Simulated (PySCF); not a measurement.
# Cl: dipole response in x2c-TZVPPall plus 1 even-tempered diffuse shell per l

Aim: the static polarisability and the C₆ coefficient of Cl, method by method.

The numbers are computed with PySCF 2.14.0 (unrestricted determinants in a Gaussian basis, no spin-orbit coupling in the energies), except any that are marked as measured or tabulated.

**1. The atom as given**

* Element: chlorine (Z = 17)
* Basis: x2c-TZVPPall with one added diffuse shell each of s, p, d type (6s6p4d1f, 51 functions)
* Hamiltonian: the spin-free X2C one-electron Hamiltonian (Gaussian nucleus)
* State 1: Cl: [Ne] 3s2 3p5, 2P determinant
* Methods: UHF, PBE, PBE0, PBEsol, r2SCAN0

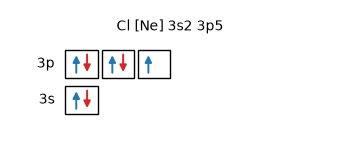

The shells outside the core, filled by Hund's rule for the drawing.

One driver process ran all states and methods and kept the integrals in memory. Each run is shown as a PySCF script that sums up its settings (the driver passes frozen orbitals as a list and adds second-order terms of double hybrids); the logs are those of the runs themselves. The driver starts from symmetry-adapted Hartree-Fock orbitals, holds the occupation by maximum overlap and uses a logarithmic radial grid for functionals, so a plain start would take other cycles.

The integrals over 51 functions and the set-up took 0.15 s of CPU time.

**2. Cl: the ladder of methods**

**UHF**

Input file input.py:

```python
from pyscf import gto, scf, dft, mp, cc
import basis_set_exchange as bse
mol = gto.M(atom="Cl 0 0 0", charge=0, spin=1, symmetry="D2h",
            basis=gto.basis.parse(bse.get_basis("x2c-TZVPPall", elements=["Cl"], fmt="nwchem", augment_diffuse=1)),
            nucmod="G")
mf = scf.UHF(mol).sfx2c1e()
mf.irrep_nelec = {'Ag': (3, 3), 'B1u': (2, 2), 'B2u': (2, 2), 'B3u': (2, 1)}
mf.kernel()
```

Log:

```text
damping factor = 0
level_shift factor = 0
DIIS = <class 'pyscf.scf.diis.CDIIS'>
diis_start_cycle = 1
diis_space = 10
diis_damp = 0
SCF conv_tol = 1e-09
SCF conv_tol_grad = None
number electrons alpha = 9  beta = 8
cycle= 1 E= -460.887403372212  delta_E= -0.0057  |g|= 0.0325  |ddm|= 0.0501
cycle= 2 E= -460.888134607555  delta_E= -0.000731  |g|= 0.0126  |ddm|= 0.0185
cycle= 3 E= -460.888268457032  delta_E= -0.000134  |g|= 0.00105  |ddm|= 0.0122
cycle= 4 E= -460.888269966743  delta_E= -1.51e-06  |g|= 0.000353  |ddm|= 0.00169
cycle= 5 E= -460.88827014255  delta_E= -1.76e-07  |g|= 0.000112  |ddm|= 0.000665
cycle= 6 E= -460.888270159026  delta_E= -1.65e-08  |g|= 2.82e-05  |ddm|= 0.000248
cycle= 7 E= -460.888270160123  delta_E= -1.1e-09  |g|= 3.37e-06  |ddm|= 7.21e-05
cycle= 8 E= -460.888270160135  delta_E= -1.18e-11  |g|= 3.35e-07  |ddm|= 7.11e-06
converged SCF energy = -460.888270160135  <S^2> = 0.75989033  2S+1 = 2.009866
```

CPU time 1.1 s on a shared host, the integrals not counted.

The occupied shells:

```
shell  electrons  mean orbital energy (eV)  spread (eV)  rms radius (bohr)
 1s α          1                   -2864.3            0              0.105
 1s β          1                   -2864.0            0              0.105
 2s α          1                   -290.60            0              0.479
 2s β          1                   -290.30            0              0.479
 2p α          3                   -219.97        0.663              0.451
 2p β          3                   -219.40        0.541              0.451
 3s α          1                   -31.108            0               1.67
 3s β          1                   -27.795            0               1.67
 3p α          3                   -14.382        2.148               2.02
 3p β          2                   -13.068            0               2.02
```

⟨S²⟩ = 0.760, ⟨L²⟩ = 2.04.

The driver then solved the coupled dipole response at imaginary frequencies: mean α = 14.16 bohr³ (xx, yy, zz: 12.97, 14.76, 14.76), C₆ = 89.20 au for a like pair.

**PBE**

Changes to input.py:

```diff
@@ -5,3 +5,3 @@
             nucmod="G")
-mf = scf.UHF(mol).sfx2c1e()
+mf = dft.UKS(mol, xc="PBE").sfx2c1e()
 mf.irrep_nelec = {'Ag': (3, 3), 'B1u': (2, 2), 'B2u': (2, 2), 'B3u': (2, 1)}
```

Log:

```text
damping factor = 0
level_shift factor = 0
DIIS = <class 'pyscf.scf.diis.CDIIS'>
diis_start_cycle = 1
diis_space = 10
diis_damp = 0
SCF conv_tol = 1e-09
SCF conv_tol_grad = None
number electrons alpha = 9  beta = 8
XC functionals = PBE
    J. P. Perdew, K. Burke, and M. Ernzerhof.,  Phys. Rev. Lett. 77, 3865 (1996)
    J. P. Perdew, K. Burke, and M. Ernzerhof.,  Phys. Rev. Lett. 78, 1396 (1997)
    J. P. Perdew, K. Burke, and M. Ernzerhof.,  Phys. Rev. Lett. 77, 3865 (1996)
    J. P. Perdew, K. Burke, and M. Ernzerhof.,  Phys. Rev. Lett. 78, 1396 (1997)
cycle= 1 E= -461.383216138187  delta_E= -0.0108  |g|= 0.0201  |ddm|= 0.116
cycle= 2 E= -461.383331691795  delta_E= -0.000116  |g|= 0.0127  |ddm|= 0.0307
cycle= 3 E= -461.383404238373  delta_E= -7.25e-05  |g|= 0.00418  |ddm|= 0.0159
cycle= 4 E= -461.383408766918  delta_E= -4.53e-06  |g|= 0.000285  |ddm|= 0.00274
cycle= 5 E= -461.383408817748  delta_E= -5.08e-08  |g|= 4.31e-05  |ddm|= 0.00035
cycle= 6 E= -461.383408818794  delta_E= -1.05e-09  |g|= 1.12e-06  |ddm|= 4.62e-05
cycle= 7 E= -461.383408818795  delta_E= -1.02e-12  |g|= 1.44e-07  |ddm|= 2.07e-06
converged SCF energy = -461.383408818795  <S^2> = 0.7529487  2S+1 = 2.0029465
```

CPU time 1.6 s on a shared host, the integrals not counted.

The driver then solved the coupled dipole response at imaginary frequencies: mean α = 15.45 bohr³ (xx, yy, zz: 13.91, 16.22, 16.22), C₆ = 99.20 au for a like pair.

**PBE0**

Changes to input.py:

```diff
@@ -5,3 +5,3 @@
             nucmod="G")
-mf = dft.UKS(mol, xc="PBE").sfx2c1e()
+mf = dft.UKS(mol, xc="PBE0").sfx2c1e()
 mf.irrep_nelec = {'Ag': (3, 3), 'B1u': (2, 2), 'B2u': (2, 2), 'B3u': (2, 1)}
```

Log:

```text
damping factor = 0
level_shift factor = 0
DIIS = <class 'pyscf.scf.diis.CDIIS'>
diis_start_cycle = 1
diis_space = 10
diis_damp = 0
SCF conv_tol = 1e-09
SCF conv_tol_grad = None
number electrons alpha = 9  beta = 8
XC functionals = PBE0
    C. Adamo and V. Barone.,  J. Chem. Phys. 110, 6158 (1999)
    M. Ernzerhof and G. E. Scuseria.,  J. Chem. Phys. 110, 5029 (1999)
cycle= 1 E= -461.418305705429  delta_E= -0.00748  |g|= 0.0181  |ddm|= 0.0882
cycle= 2 E= -461.418471685135  delta_E= -0.000166  |g|= 0.00875  |ddm|= 0.023
cycle= 3 E= -461.418502000285  delta_E= -3.03e-05  |g|= 0.00297  |ddm|= 0.0102
cycle= 4 E= -461.418504885207  delta_E= -2.88e-06  |g|= 0.000391  |ddm|= 0.00196
cycle= 5 E= -461.418504991825  delta_E= -1.07e-07  |g|= 3.28e-05  |ddm|= 0.000493
cycle= 6 E= -461.418504992875  delta_E= -1.05e-09  |g|= 5.99e-06  |ddm|= 5.54e-05
cycle= 7 E= -461.418504992916  delta_E= -4.06e-11  |g|= 5.25e-07  |ddm|= 1.32e-05
converged SCF energy = -461.418504992916  <S^2> = 0.75407112  2S+1 = 2.004067
```

CPU time 2.5 s on a shared host, the integrals not counted.

The driver then solved the coupled dipole response at imaginary frequencies: mean α = 14.88 bohr³ (xx, yy, zz: 13.49, 15.57, 15.57), C₆ = 94.63 au for a like pair.

**PBEsol**

Changes to input.py:

```diff
@@ -5,3 +5,3 @@
             nucmod="G")
-mf = dft.UKS(mol, xc="PBE0").sfx2c1e()
+mf = dft.UKS(mol, xc="PBEsol").sfx2c1e()
 mf.irrep_nelec = {'Ag': (3, 3), 'B1u': (2, 2), 'B2u': (2, 2), 'B3u': (2, 1)}
```

Log:

```text
damping factor = 0
level_shift factor = 0
DIIS = <class 'pyscf.scf.diis.CDIIS'>
diis_start_cycle = 1
diis_space = 10
diis_damp = 0
SCF conv_tol = 1e-09
SCF conv_tol_grad = None
number electrons alpha = 9  beta = 8
XC functionals = PBEsol
    J. P. Perdew, A. Ruzsinszky, G. I. Csonka, O. A. Vydrov, G. E. Scuseria, L. A. Constantin, X. Zhou, and K. Burke.,  Phys. Rev. Lett. 100, 136406 (2008)
    J. P. Perdew, A. Ruzsinszky, G. I. Csonka, O. A. Vydrov, G. E. Scuseria, L. A. Constantin, X. Zhou, and K. Burke.,  Phys. Rev. Lett. 100, 136406 (2008)
cycle= 1 E= -460.684802706783  delta_E= -0.0116  |g|= 0.0248  |ddm|= 0.108
cycle= 2 E= -460.684924707907  delta_E= -0.000122  |g|= 0.0077  |ddm|= 0.0225
cycle= 3 E= -460.684948501446  delta_E= -2.38e-05  |g|= 0.00486  |ddm|= 0.0126
cycle= 4 E= -460.684956652781  delta_E= -8.15e-06  |g|= 0.000207  |ddm|= 0.00417
cycle= 5 E= -460.684956677359  delta_E= -2.46e-08  |g|= 3.73e-05  |ddm|= 0.000237
cycle= 6 E= -460.684956678131  delta_E= -7.72e-10  |g|= 1.36e-06  |ddm|= 3.89e-05
converged SCF energy = -460.684956678131  <S^2> = 0.75245071  2S+1 = 2.0024492
```

CPU time 1.6 s on a shared host, the integrals not counted.

The driver then solved the coupled dipole response at imaginary frequencies: mean α = 15.54 bohr³ (xx, yy, zz: 13.99, 16.32, 16.32), C₆ = 100.0 au for a like pair.

**r2SCAN0**

Changes to input.py:

```diff
@@ -5,3 +5,3 @@
             nucmod="G")
-mf = dft.UKS(mol, xc="PBEsol").sfx2c1e()
+mf = dft.UKS(mol, xc="HYB_MGGA_XC_R2SCAN0").sfx2c1e()
 mf.irrep_nelec = {'Ag': (3, 3), 'B1u': (2, 2), 'B2u': (2, 2), 'B3u': (2, 1)}
```

Log:

```text
damping factor = 0
level_shift factor = 0
DIIS = <class 'pyscf.scf.diis.CDIIS'>
diis_start_cycle = 1
diis_space = 10
diis_damp = 0
SCF conv_tol = 1e-09
SCF conv_tol_grad = None
number electrons alpha = 9  beta = 8
XC functionals = HYB_MGGA_XC_R2SCAN0
    M. Bursch, H. Neugebauer, S. Ehlert, and S. Grimme.,  J. Chem. Phys. 156, 134105 (2022)
cycle= 1 E= -461.533206184502  delta_E= -0.00648  |g|= 0.0201  |ddm|= 0.0705
cycle= 2 E= -461.533448858871  delta_E= -0.000243  |g|= 0.00758  |ddm|= 0.0201
cycle= 3 E= -461.533473682295  delta_E= -2.48e-05  |g|= 0.0035  |ddm|= 0.0086
cycle= 4 E= -461.533478259559  delta_E= -4.58e-06  |g|= 0.000309  |ddm|= 0.00285
cycle= 5 E= -461.533478343631  delta_E= -8.41e-08  |g|= 6.81e-05  |ddm|= 0.000485
cycle= 6 E= -461.533478349569  delta_E= -5.94e-09  |g|= 1.32e-05  |ddm|= 0.000149
cycle= 7 E= -461.533478349789  delta_E= -2.2e-10  |g|= 1.21e-06  |ddm|= 3.36e-05
converged SCF energy = -461.533478349789  <S^2> = 0.75627731  2S+1 = 2.0062675
```

It used 5.3 s of CPU time after the integrals (shared host).

The driver then solved the coupled dipole response at imaginary frequencies: mean α = 14.71 bohr³ (xx, yy, zz: 13.35, 15.39, 15.39), C₆ = 95.38 au for a like pair.

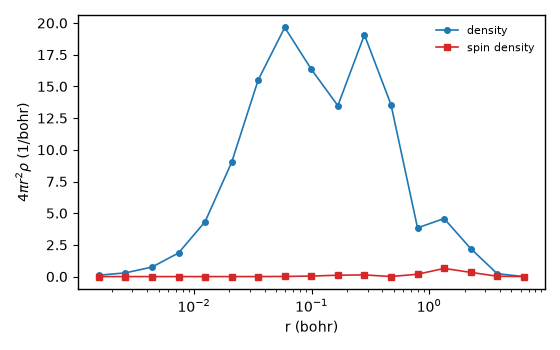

Radial density 4πr²ρ of Cl at UHF, at 17 stored radii joined by straight lines.

**3. Polarisabilities and C₆**

Cl, in atomic units:

```
 method  mean α  C₆ (like pair)  S(−4)
    UHF   14.16           89.20  47.16
    PBE   15.45           99.20  61.12
   PBE0   14.88           94.63  54.84
 PBEsol   15.54           100.0  61.85
r2SCAN0   14.71           95.38  50.55
```

Reference α: 14.6 ± 0.1 bohr³ (recommended; Schwerdtfeger and Nagle, table of static dipole polarizabilities (2023 update)). Published C₆: 94.60 (Chu and Dalgarno (2004); Tang, Norbeck and Certain (1976)).

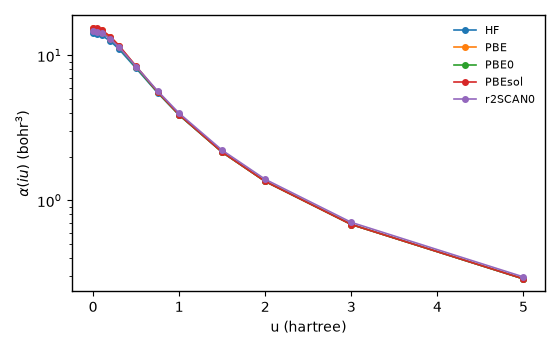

α(iu) of Cl, the polarisability at imaginary frequency, on a logarithmic scale.

**4. Outcome**

```
quantity                                                 value
 α of Cl  14.16 (UHF) to 15.54 (PBEsol) bohr³; reference 14.60
```

For Cl r2SCAN0 is nearest the reference (+1 %). The basis is finite, and no extrapolation was made.
